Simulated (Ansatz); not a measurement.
# SiH3I + SiH3 radical: a complex and its separated parts

The complex below is one end of an elementary step. How strongly is it bound against its free parts?

Program: Ansatz 0.2.0, Gaussian basis. Level of theory: PBE0-D4/def2-TZVP structures, single points in def2-TZVPP, no counterpoise correction. These are calculated values, not measurements.

Levels: SPW92, PBE-D4, BLYP-D4, r2SCAN-D4, B97M-V, PBE0-D4, B3LYP-D4, r2SCAN0-D4, BHLYP-D4, CAM-B3LYP-D4, wB97X-V, wB97M-V, B2PLYP, PBE-QIDH, RPA on PBE, Hartree-Fock, MP2, CCSD, CCSD(T).

Cores are frozen in the correlated methods. Filled d shells of the heavier atoms are correlated. Core potentials replace the inner electrons past krypton, and spin-orbit coupling is left out. Orbitals are unrestricted. B3LYP uses VWN-RPA correlation. B2PLYP carries no dispersion term here.

88 further runs of the same task are left out: 88 set aside as unsound or not needed. Runs told in other sessions of the task aren't counted.

### Step 1. The starting structure

The complex: 9 atoms, charge 0, spin multiplicity 2.

Atoms are counted from 1 here; the program's logs count them from 0.

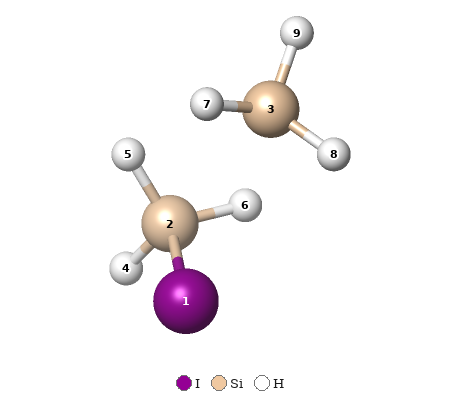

Start geometry, drawn with iodine purple, silicon light orange, hydrogen white; atoms are numbered from 1 in the order of the file.

Geometry (Å):

```
I    -2.2057   -1.0131   -0.2412
Si   -0.9962    0.8148   -1.3220
Si    1.2366   -0.6919    1.2652
H    -1.9254    1.4474   -2.2890
H    -0.5860    1.7911   -0.2873
H     0.1800    0.2559   -2.0257
H     0.4367   -0.2674    2.4422
H     1.2324   -2.1682    1.1067
H     2.6274   -0.1687    1.3512
```

Its parts: SiH3I holds atoms 1, 2, 4, 5, 6; SiH3 radical holds atoms 3, 7, 8, 9. Each part counts its atoms afresh in its own runs.

### Step 2. Relaxing SiH3I alone

relax-a/in.yaml

```yaml
crystal:
  periodic: [false, false, false]
  atoms:
    - {symbol: I, position_ang: [-2.205699, -1.013068, -0.241169]}
    - {symbol: Si, position_ang: [-0.996155, 0.814755, -1.322040]}
    - {symbol: H, position_ang: [-1.925418, 1.447409, -2.289018]}
    - {symbol: H, position_ang: [-0.586021, 1.791104, -0.287337]}
    - {symbol: H, position_ang: [0.179963, 0.255941, -2.025675]}
basis:
  gaussian: {orbitals: def2-TZVP}
hamiltonian: {xc: pbe0, dispersion: d4}
relax: {f_tol: 0.005, max_steps: 200}
```

Command:

```sh
$ ansatz run in.yaml --threads 8 --pin off --events-out ev --progress --plain --max-ram 19148MiB
```

The program printed, shortened:

```text
Functional definition: PBE0
  name "PBE0"
  cite "Adamo & Barone, J. Chem. Phys. 110, 6158 (1999) doi:10.1063/1.478522"
  cite "Perdew, Burke & Ernzerhof, Phys. Rev. Lett. 77, 3865 (1996) doi:10.1103/PhysRevLett.77.3865"
  parent pbe
[...]
818 factors; their error is unknown
[...]
mean field -16025.56190348 eV, -588.9285374369 hartree, gradient 1.3e-5 eV, S^2 0.000000; 0 other end points of the search recorded, 0 dependent functions left out
[...]
reference -16025.56192990 eV, -588.9285384077 hartree; 21, 21 occupied and 84, 84 virtual orbitals, 818 factors
[...]
reference -16025.56300247 eV, -588.9285778241 hartree; 21, 21 occupied and 84, 84 virtual orbitals, 818 factors
Total energy: -16025.63925629 eV, -588.9313801001 hartree
Atom 0 at    -2.196615    -1.014261    -0.235941 Å, force    -0.001082    -0.000401    -0.000117 eV/Å
Atom 1 at    -1.005823     0.814125    -1.325351 Å, force    -0.000217    -0.000844     0.000366 eV/Å
Atom 2 at    -1.920571     1.457489    -2.296235 Å, force    -0.000544    -0.000361     0.000110 eV/Å
Atom 3 at    -0.586749     1.784050    -0.287613 Å, force     0.001205     0.000347    -0.000711 eV/Å
Atom 4 at     0.176429     0.254738    -2.020099 Å, force     0.000637     0.001259     0.000352 eV/Å
Dipole moment:     0.116338     0.178598    -0.106399 e Å
```

Wall time 6 s (8 threads of Intel Xeon at 2.50GHz, shared host).

Step by step:

```csv
step,energy from step 1 (eV),largest force component (eV/Å)
1,0.0000,0.1443
2,-0.0007,0.0339
3,-0.0011,0.0013
```

Close pairs (by a distance rule), those that changed most:

```csv
bond,before (Å),after (Å),change (Å)
I1–Si2,2.444,2.439,-0.005
Si2–H3,1.483,1.481,-0.002
Si2–H5,1.480,1.481,+0.001
Si2–H4,1.481,1.481,+0.000
```

### Step 3. Relaxing SiH3 radical alone

relax-b/in.yaml

```yaml
crystal:
  periodic: [false, false, false]
  atoms:
    - {symbol: Si, position_ang: [1.236648, -0.691866, 1.265169]}
    - {symbol: H, position_ang: [0.436657, -0.267392, 2.442208]}
    - {symbol: H, position_ang: [1.232386, -2.168151, 1.106721]}
    - {symbol: H, position_ang: [2.627438, -0.168732, 1.351242]}
basis:
  gaussian: {orbitals: def2-TZVP}
magnetization: {spin_polarized: true, initial_magnetization: 1}
hamiltonian: {xc: pbe0, dispersion: d4}
relax: {f_tol: 0.005, max_steps: 200}
```

Command:

```sh
$ ansatz run in.yaml --threads 8 --pin off --events-out ev --progress --plain --max-ram 19148MiB
```

The program printed, shortened:

```text
Functional definition: PBE0
  name "PBE0"
  cite "Adamo & Barone, J. Chem. Phys. 110, 6158 (1999) doi:10.1063/1.478522"
  cite "Perdew, Burke & Ernzerhof, Phys. Rev. Lett. 77, 3865 (1996) doi:10.1103/PhysRevLett.77.3865"
  parent pbe
[...]
400 factors; their error is unknown
[...]
mean field -7921.47157203 eV, -291.1087109058 hartree, gradient 2.1e-5 eV, S^2 0.752988; 0 other end points of the search recorded, 0 dependent functions left out
[...]
Total energy: -7921.49978861 eV, -291.1097478461 hartree
Atom 0 at     1.239873    -0.690460     1.265740 Å, force     0.000666    -0.000637     0.001309 eV/Å
Atom 1 at     0.434781    -0.269806     2.441858 Å, force     0.000656    -0.000257    -0.001123 eV/Å
Atom 2 at     1.230028    -2.168090     1.107987 Å, force    -0.000014     0.001312    -0.000013 eV/Å
Atom 3 at     2.628446    -0.167784     1.349754 Å, force    -0.001308    -0.000418    -0.000173 eV/Å
Dipole moment:    -0.002865     0.002675    -0.005515 e Å
```

It took 2.3 s on 8 threads of Intel Xeon at 2.50GHz, shared host.

Along the way:

| step | energy from step 1 (eV) | largest force component (eV/Å) |
| --- | --- | --- |
| 1 | 0.0000 | 0.0700 |
| 2 | -0.0002 | 0.0133 |
| 3 | -0.0002 | 0.0013 |

Distances of close pairs at the start and the end, largest changes first:

| bond | before (Å) | after (Å) | change (Å) |
| --- | --- | --- | --- |
| Si1–H4 | 1.488 | 1.486 | -0.002 |
| Si1–H3 | 1.485 | 1.486 | +0.001 |
| Si1–H2 | 1.485 | 1.486 | +0.001 |

### Step 4. SPW92/def2-TZVPP

parta/in.yaml

```yaml
crystal:
  periodic: [false, false, false]
  atoms:
    - {symbol: I, position_ang: [-2.196615, -1.014261, -0.235941]}
    - {symbol: Si, position_ang: [-1.005823, 0.814125, -1.325351]}
    - {symbol: H, position_ang: [-1.920571, 1.457489, -2.296235]}
    - {symbol: H, position_ang: [-0.586749, 1.784050, -0.287613]}
    - {symbol: H, position_ang: [0.176429, 0.254738, -2.020099]}
basis:
  gaussian: {orbitals: def2-TZVPP}
hamiltonian: {xc: lda}
```

partb/in.yaml

```yaml
crystal:
  periodic: [false, false, false]
  atoms:
    - {symbol: Si, position_ang: [1.239873, -0.690460, 1.265740]}
    - {symbol: H, position_ang: [0.434781, -0.269806, 2.441858]}
    - {symbol: H, position_ang: [1.230028, -2.168090, 1.107987]}
    - {symbol: H, position_ang: [2.628446, -0.167784, 1.349754]}
basis:
  gaussian: {orbitals: def2-TZVPP}
magnetization: {spin_polarized: true, initial_magnetization: 1}
hamiltonian: {xc: lda}
```

Each run has its own folder and the same command.

Command:

```sh
$ ansatz run in.yaml --threads 8 --pin off --events-out ev --progress --plain --max-ram 19148MiB
```

Log of parta, shortened:

```text
Functional definition: SPW92
  name "SPW92"
  cite "Dirac, Proc. Camb. Phil. Soc. 26, 376 (1930) doi:10.1017/S0305004100016108"
  cite "Slater, Phys. Rev. 81, 385 (1951) doi:10.1103/PhysRev.81.385"
  cite "Perdew & Wang, Phys. Rev. B 45, 13244 (1992) doi:10.1103/PhysRevB.45.13244"
[...]
832 factors; their error is unknown
[...]
mean field -15984.75662755 eV, -587.4289712054 hartree, gradient 4.1e-5 eV, S^2 0.000000; 0 other end points of the search recorded, 0 dependent functions left out
reference -15984.75666018 eV, -587.4289724045 hartree; 21, 21 occupied and 113, 113 virtual orbitals, 832 factors
Total energy: -15984.75666018 eV, -587.4289724045 hartree
```

Log of partb, shortened:

```text
Functional definition: SPW92
  name "SPW92"
  cite "Dirac, Proc. Camb. Phil. Soc. 26, 376 (1930) doi:10.1017/S0305004100016108"
  cite "Slater, Phys. Rev. 81, 385 (1951) doi:10.1103/PhysRev.81.385"
  cite "Perdew & Wang, Phys. Rev. B 45, 13244 (1992) doi:10.1103/PhysRevB.45.13244"
[...]
465 factors; their error is unknown
[...]
mean field -7892.14780039 eV, -290.0310821744 hartree, gradient 4.8e-6 eV, S^2 0.751578; 0 other end points of the search recorded, 0 dependent functions left out
reference -7892.14783082 eV, -290.0310832926 hartree; 9, 8 occupied and 75, 76 virtual orbitals, 465 factors
Total energy: -7892.14783082 eV, -290.0310832926 hartree
```

Wall times: 0.96 s (parta), 0.56 s (partb) on 8 threads of Intel Xeon at 2.50GHz, shared host.

### Step 5. PBE-D4/def2-TZVPP

The same edit goes into each in.yaml of step 4 (parta, partb):

```diff
-hamiltonian: {xc: lda}
+hamiltonian: {xc: pbe, dispersion: d4}
```

Each run has its own folder and the same command.

Command:

```sh
$ ansatz run in.yaml --threads 8 --pin off --events-out ev --progress --plain --max-ram 19148MiB
```

Log of parta, shortened:

```text
Functional definition: PBE
  name "PBE"
  cite "Perdew, Burke & Ernzerhof, Phys. Rev. Lett. 77, 3865 (1996) doi:10.1103/PhysRevLett.77.3865"
  parent pbe
[...]
832 factors; their error is unknown
[...]
mean field -16023.95924839 eV, -588.8696409485 hartree, gradient 4.1e-5 eV, S^2 0.000000; 0 other end points of the search recorded, 0 dependent functions left out
reference -16023.95928289 eV, -588.8696422165 hartree; 21, 21 occupied and 113, 113 virtual orbitals, 832 factors
Total energy: -16024.04960402 eV, -588.8729614569 hartree
```

partb printed, shortened:

```text
Functional definition: PBE
  name "PBE"
  cite "Perdew, Burke & Ernzerhof, Phys. Rev. Lett. 77, 3865 (1996) doi:10.1103/PhysRevLett.77.3865"
  parent pbe
[...]
465 factors; their error is unknown
[...]
mean field -7920.60650323 eV, -291.0769202138 hartree, gradient 7.4e-5 eV, S^2 0.752840; 0 other end points of the search recorded, 0 dependent functions left out
reference -7920.60653804 eV, -291.0769214932 hartree; 9, 8 occupied and 75, 76 virtual orbitals, 465 factors
Total energy: -7920.64086202 eV, -291.0781828761 hartree
```

Times: 1.1 s (parta), 0.71 s (partb) on 8 threads of Intel Xeon at 2.50GHz, shared host.

### Step 6. BLYP-D4/def2-TZVPP

Each input of step 5 (parta, partb) changes in the same lines:

```diff
-hamiltonian: {xc: pbe, dispersion: d4}
+hamiltonian: {xc: {name: BLYP}, dispersion: d4}
```

The same command starts each run, in its folder.

Command:

```sh
$ ansatz run in.yaml --threads 8 --pin off --events-out ev --progress --plain --max-ram 19148MiB
```

Output in parta, shortened:

```text
Functional definition: BLYP
  name "BLYP"
  cite "Becke, Phys. Rev. A 38, 3098 (1988) doi:10.1103/PhysRevA.38.3098"
  cite "Lee, Yang & Parr, Phys. Rev. B 37, 785 (1988) doi:10.1103/PhysRevB.37.785"
[...]
832 factors; their error is unknown
[...]
mean field -16026.83476788 eV, -588.9753143409 hartree, gradient 5.6e-5 eV, S^2 0.000000; 0 other end points of the search recorded, 0 dependent functions left out
reference -16026.83506432 eV, -588.9753252348 hartree; 21, 21 occupied and 113, 113 virtual orbitals, 832 factors
Total energy: -16027.02980014 eV, -588.9824816443 hartree
```

partb printed, shortened:

```text
Functional definition: BLYP
  name "BLYP"
  cite "Becke, Phys. Rev. A 38, 3098 (1988) doi:10.1103/PhysRevA.38.3098"
  cite "Lee, Yang & Parr, Phys. Rev. B 37, 785 (1988) doi:10.1103/PhysRevB.37.785"
[...]
465 factors; their error is unknown
[...]
mean field -7924.73085164 eV, -291.2284872224 hartree, gradient 7.4e-5 eV, S^2 0.751790; 0 other end points of the search recorded, 0 dependent functions left out
reference -7924.73112255 eV, -291.2284971781 hartree; 9, 8 occupied and 75, 76 virtual orbitals, 465 factors
Total energy: -7924.81108751 eV, -291.2314358361 hartree
```

They took 1.2 s (parta), 0.66 s (partb) on 8 threads of Intel Xeon at 2.50GHz, shared host.

### Step 7. r2SCAN-D4/def2-TZVPP

The same edit goes into each in.yaml of step 6 (parta, partb):

```diff
-hamiltonian: {xc: {name: BLYP}, dispersion: d4}
+hamiltonian: {xc: r2scan, dispersion: d4}
```

The same command starts each run, in its folder.

Command:

```sh
$ ansatz run in.yaml --threads 8 --pin off --events-out ev --progress --plain --max-ram 19148MiB
```

parta printed, shortened:

```text
Functional definition: r2SCAN
  name "r2SCAN"
  cite "Furness, Kaplan, Ning, Perdew & Sun, J. Phys. Chem. Lett. 11, 8208 (2020) doi:10.1021/acs.jpclett.0c02405"
  cite "Furness, Kaplan, Ning, Perdew & Sun, J. Phys. Chem. Lett. 11, 9248 (2020) doi:10.1021/acs.jpclett.0c03077"
  parent r2scan
[...]
832 factors; their error is unknown
[...]
mean field -16030.99384108 eV, -589.1281574616 hartree, gradient 7.5e-5 eV, S^2 0.000000; 0 other end points of the search recorded, 0 dependent functions left out
reference -16030.99385148 eV, -589.1281578441 hartree; 21, 21 occupied and 113, 113 virtual orbitals, 832 factors
Total energy: -16031.01263429 eV, -589.1288480996 hartree
```

partb printed, shortened:

```text
Functional definition: r2SCAN
  name "r2SCAN"
  cite "Furness, Kaplan, Ning, Perdew & Sun, J. Phys. Chem. Lett. 11, 8208 (2020) doi:10.1021/acs.jpclett.0c02405"
  cite "Furness, Kaplan, Ning, Perdew & Sun, J. Phys. Chem. Lett. 11, 9248 (2020) doi:10.1021/acs.jpclett.0c03077"
  parent r2scan
[...]
465 factors; their error is unknown
[...]
mean field -7924.16091378 eV, -291.2075423923 hartree, gradient 2.4e-5 eV, S^2 0.755281; 0 other end points of the search recorded, 0 dependent functions left out
reference -7924.16092643 eV, -291.2075428570 hartree; 9, 8 occupied and 75, 76 virtual orbitals, 465 factors
Total energy: -7924.16852390 eV, -291.2078220591 hartree
```

Times: 2 s (parta), 1.5 s (partb) on 8 threads of Intel Xeon at 2.50GHz, shared host.

### Step 8. B97M-V/def2-TZVPP

Each input of step 7 (parta, partb) changes in the same lines:

```diff
-hamiltonian: {xc: r2scan, dispersion: d4}
+hamiltonian: {xc: {name: B97M-V}}
```

Each run has its own folder and the same command.

Command:

```sh
$ ansatz run in.yaml --threads 8 --pin off --events-out ev --progress --plain --max-ram 19148MiB
```

Log of parta, shortened:

```text
Functional definition: B97M-V
  name "B97M-V"
  cite "Mardirossian & Head-Gordon, J. Chem. Phys. 142, 074111 (2015) doi:10.1063/1.4907719"
  cite "Becke, J. Chem. Phys. 107, 8554 (1997) doi:10.1063/1.475007"
  cite "Vydrov & Van Voorhis, J. Chem. Phys. 133, 244103 (2010) doi:10.1063/1.3521275"
  # Of w^i u^j: cxij and so on, Table III.
[...]
  gx(w, u) = cx00 + cx01*u + cx02*u^2 + (cx10 + cx11*u)*w
[...]
  gos(w, u) = cos00 + cos01*u + cos03*u^3 + cos10*w + cos32*w^3*u^2
[...]
      + integral(e_c_pw_mod_opposite_spin*gos(b97_w_opposite, b97_u_opposite)) + vv10(b, c)
832 factors; their error is unknown
[...]
mean field -16026.13179371 eV, -588.9494805167 hartree, gradient 7.1e-5 eV, S^2 0.000000; 0 other end points of the search recorded, 0 dependent functions left out
reference -16026.13184562 eV, -588.9494824242 hartree; 21, 21 occupied and 113, 113 virtual orbitals, 832 factors
Total energy: -16026.13184562 eV, -588.9494824242 hartree
```

partb printed, shortened:

```text
Functional definition: B97M-V
  name "B97M-V"
  cite "Mardirossian & Head-Gordon, J. Chem. Phys. 142, 074111 (2015) doi:10.1063/1.4907719"
  cite "Becke, J. Chem. Phys. 107, 8554 (1997) doi:10.1063/1.475007"
  cite "Vydrov & Van Voorhis, J. Chem. Phys. 133, 244103 (2010) doi:10.1063/1.3521275"
  # Of w^i u^j: cxij and so on, Table III.
[...]
  gx(w, u) = cx00 + cx01*u + cx02*u^2 + (cx10 + cx11*u)*w
[...]
  gos(w, u) = cos00 + cos01*u + cos03*u^3 + cos10*w + cos32*w^3*u^2
[...]
      + integral(e_c_pw_mod_opposite_spin*gos(b97_w_opposite, b97_u_opposite)) + vv10(b, c)
465 factors; their error is unknown
[...]
mean field -7922.83471295 eV, -291.1588054107 hartree, gradient 4.0e-5 eV, S^2 0.753685; 0 other end points of the search recorded, 0 dependent functions left out
reference -7922.83476356 eV, -291.1588072706 hartree; 9, 8 occupied and 75, 76 virtual orbitals, 465 factors
Total energy: -7922.83476356 eV, -291.1588072706 hartree
```

Times: 3 s (parta), 1.6 s (partb) on 8 threads of Intel Xeon at 2.50GHz, shared host.

### Step 9. PBE0-D4/def2-TZVPP

The same edit goes into each in.yaml of step 8 (parta, partb):

```diff
-hamiltonian: {xc: {name: B97M-V}}
+hamiltonian: {xc: pbe0, dispersion: d4}
+output: {orbitals: {seedname: orbitals}}
```

One command serves all of them, each in its own folder.

Command:

```sh
$ ansatz run in.yaml --threads 8 --pin off --events-out ev --progress --plain --max-ram 19148MiB
```

parta printed, shortened:

```text
Functional definition: PBE0
  name "PBE0"
  cite "Adamo & Barone, J. Chem. Phys. 110, 6158 (1999) doi:10.1063/1.478522"
  cite "Perdew, Burke & Ernzerhof, Phys. Rev. Lett. 77, 3865 (1996) doi:10.1103/PhysRevLett.77.3865"
  parent pbe
[...]
886 factors; their error is unknown
[...]
mean field -16025.57729258 eV, -588.9291029758 hartree, gradient 2.4e-5 eV, S^2 0.000000; 0 other end points of the search recorded, 0 dependent functions left out
reference -16025.57731863 eV, -588.9291039333 hartree; 21, 21 occupied and 113, 113 virtual orbitals, 886 factors
Total energy: -16025.65357245 eV, -588.9319062092 hartree
```

Log of partb, shortened:

```text
Functional definition: PBE0
  name "PBE0"
  cite "Adamo & Barone, J. Chem. Phys. 110, 6158 (1999) doi:10.1063/1.478522"
  cite "Perdew, Burke & Ernzerhof, Phys. Rev. Lett. 77, 3865 (1996) doi:10.1103/PhysRevLett.77.3865"
  parent pbe
[...]
468 factors; their error is unknown
[...]
mean field -7921.48682735 eV, -291.1092715284 hartree, gradient 2.7e-5 eV, S^2 0.753053; 0 other end points of the search recorded, 0 dependent functions left out
reference -7921.48685367 eV, -291.1092724957 hartree; 9, 8 occupied and 75, 76 virtual orbitals, 468 factors
Total energy: -7921.51487387 eV, -291.1103022191 hartree
```

Wall times: 1.4 s (parta), 0.81 s (partb) on 8 threads of Intel Xeon at 2.50GHz, shared host.

(Part 1 of 3 ends here.)
